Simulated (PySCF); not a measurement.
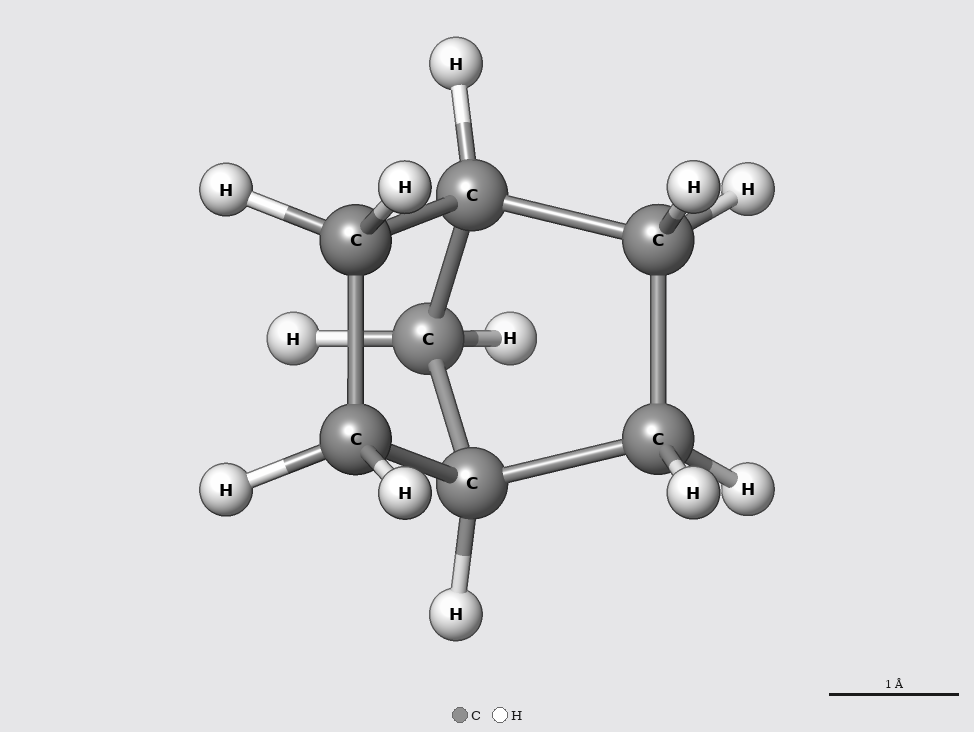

The picture shows a molecular structure as a ball-and-stick model.

The geometry was computed by an optimisation with GFN2-xTB. No frequency run is at hand to confirm it as a minimum.

**Which formula does it have?**

C₇H₁₂, 19 atoms: 7 carbon and 12 hydrogen.

**Which point group does it belong to?**

C2v.

**Give a SMILES string for it.**

C1C[C@H]2CC[C@@H]1C2

The parts below concern this one geometry. Atoms keep their numbers from picture to picture.

### Geometry

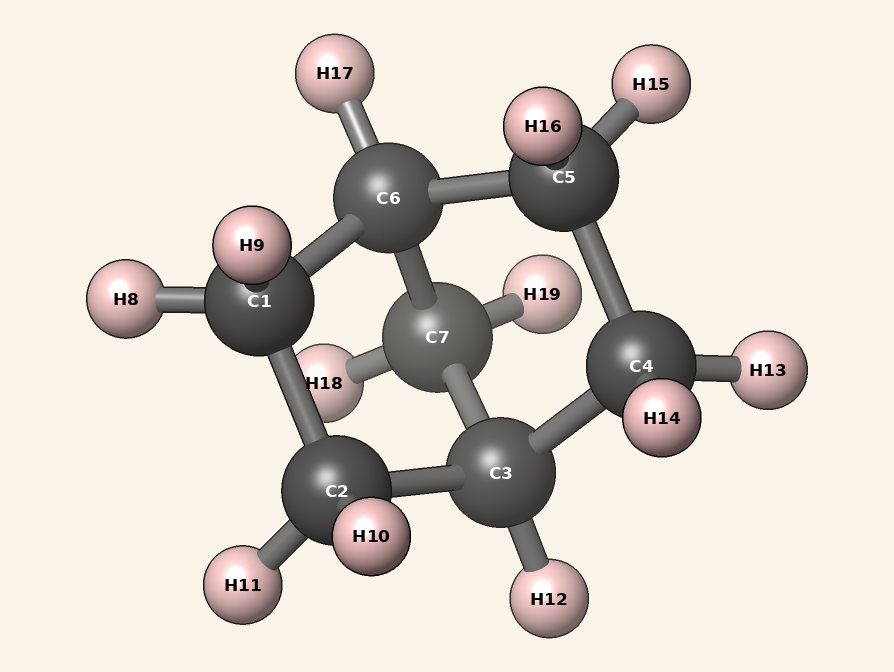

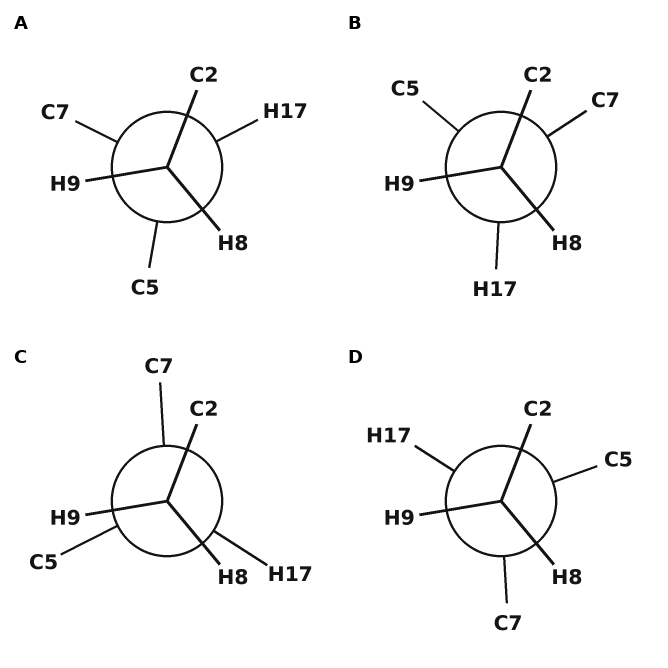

Distant atoms are faded towards the background colour. Bonds that would overlap in a projection are set slightly apart. No frequency run is at hand to confirm it as a minimum.

**Which Newman projection shows the view along C1–C6, with C1 in front?**

B. The torsion angle C2–C1–C6–C5 is −71°, synclinal (gauche).

### NMR shielding

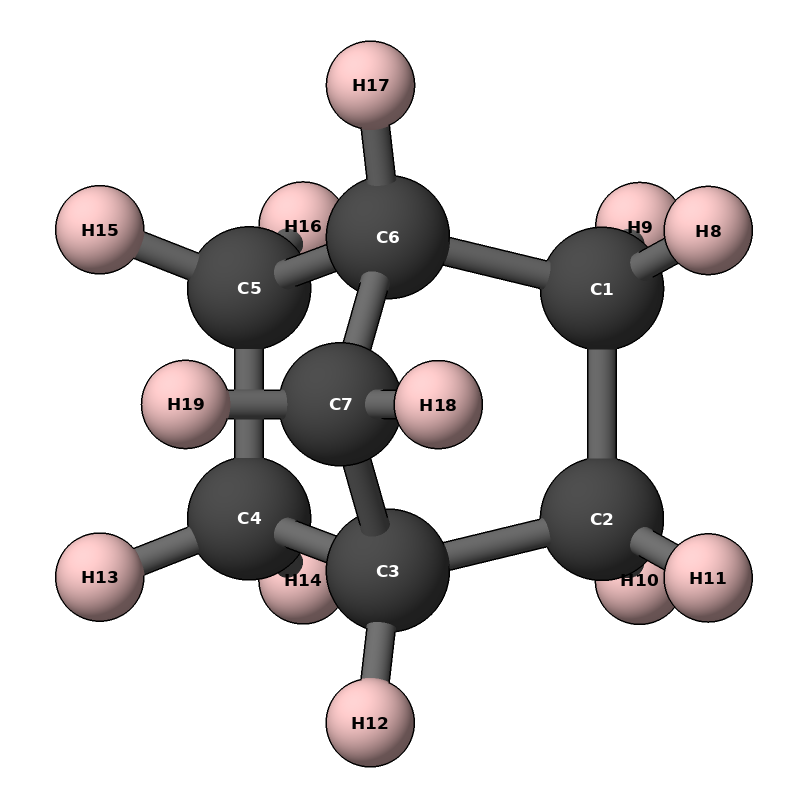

No frequency run is at hand to confirm it as a minimum. Properties computed with GIAO PBE0/pcSseg-1 NMR shielding, non-relativistic, gas phase (PySCF 2.14.0). Principal shieldings σ11 ≤ σ22 ≤ σ33, span Ω = σ33 − σ11, skew κ = 3(σiso − σ22)/Ω.

Give the shielding tensors of the C atoms.

```tsv
atom	σ11	σ22	σ33	σiso	Ω	κ
C1, C2, C4…	142.3	146.9	174.1	154.5	31.8	0.71
C3, C6	136.3	138.0	167.1	147.1	30.7	0.89
C7	135.1	148.0	158.2	147.1	23.1	−0.11
```

Shieldings and span in ppm.

### Electronic properties

No frequency run is at hand to confirm it as a minimum. Method: PBE0/pcSseg-1, gas phase (PySCF 2.14.0).

Computed properties:

- dipole moment: 0.07 D
- HOMO energy (Kohn–Sham orbital): −8.14 eV
- LUMO energy (Kohn–Sham orbital): 1.27 eV
- HOMO–LUMO gap: 9.41 eV

### Bond orders

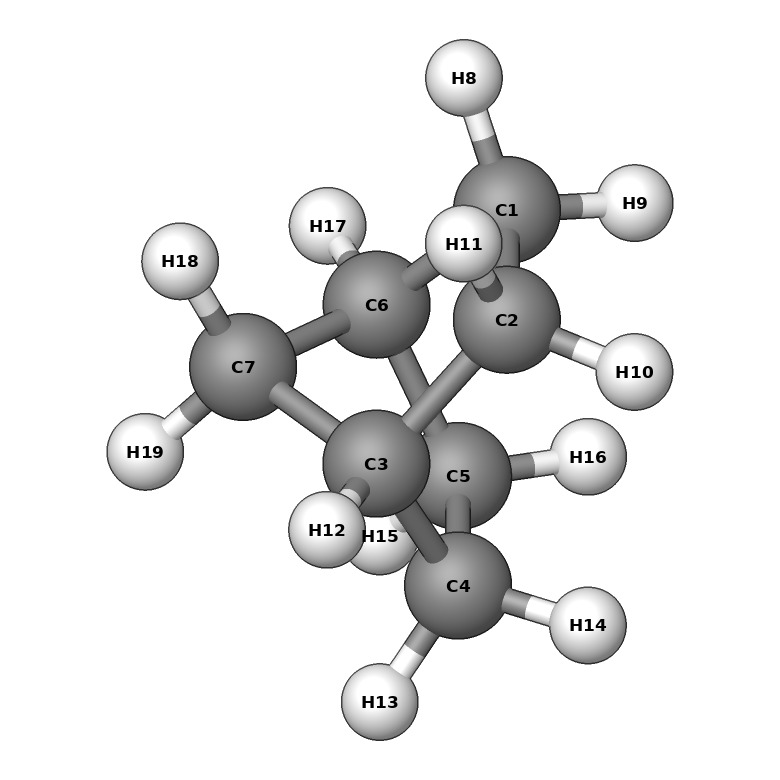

Every bond is drawn as one stick. No frequency run is at hand to confirm it as a minimum. Method: PBE0/pcSseg-1 (PySCF 2.14.0).

List the Mayer bond orders of C1–C2, C1–C6, C1–H8, C1–H9, C3–C7, C3–H12, C7–H18 (one bond of each equivalent set).

```csv
bond,Mayer order,length (Å)
C1–C2,1.02,1.542
C1–C6,1.00,1.533
C1–H8,0.95,1.091
C1–H9,0.95,1.089
C3–C7,0.96,1.528
C3–H12,0.97,1.089
C7–H18,0.96,1.089
```
